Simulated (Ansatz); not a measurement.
| atom | x (Å) | y (Å) | z (Å) |
| --- | --- | --- | --- |
| Al | -1.6396 | -0.8541 | 0.2110 |
| N | -0.8477 | -1.2569 | 1.7623 |
| Si | -0.6327 | 0.9198 | -1.1564 |
| H | -1.1694 | -1.9736 | 2.4185 |
| H | -0.0051 | -0.8070 | 2.1292 |
| H | -2.9521 | -1.6906 | -0.1622 |
| H | -1.5933 | 2.0615 | -1.3913 |
| H | -0.2237 | 0.4143 | -2.5197 |
| H | 0.6019 | 1.5050 | -0.5122 |

Geometry: PBE-D3(BJ)/def2-SVP.

Level of theory: isolated molecule in a Gaussian basis; Kohn-Sham density functional theory, functional PBE0 (Ansatz).

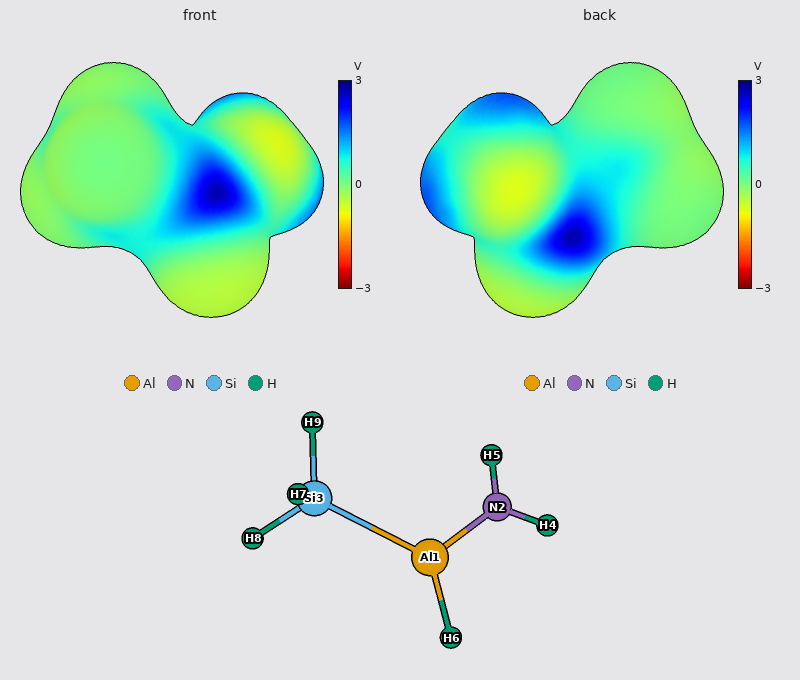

AlH₆NSi (SMILES [NH2][AlH][SiH3]). The electrostatic potential painted on the density surface at 0.002 e/bohr³, seen from the front and from behind; red is negative and blue positive. The bare structure is drawn below in the same view.

Which sites attract a positive test charge, and which a negative one?

Answer. A positive charge is drawn to the negative regions and a negative charge to the positive ones. The most negative region (about −0.7 V) lies over N2, the most positive (about +2.6 V) over Al1.
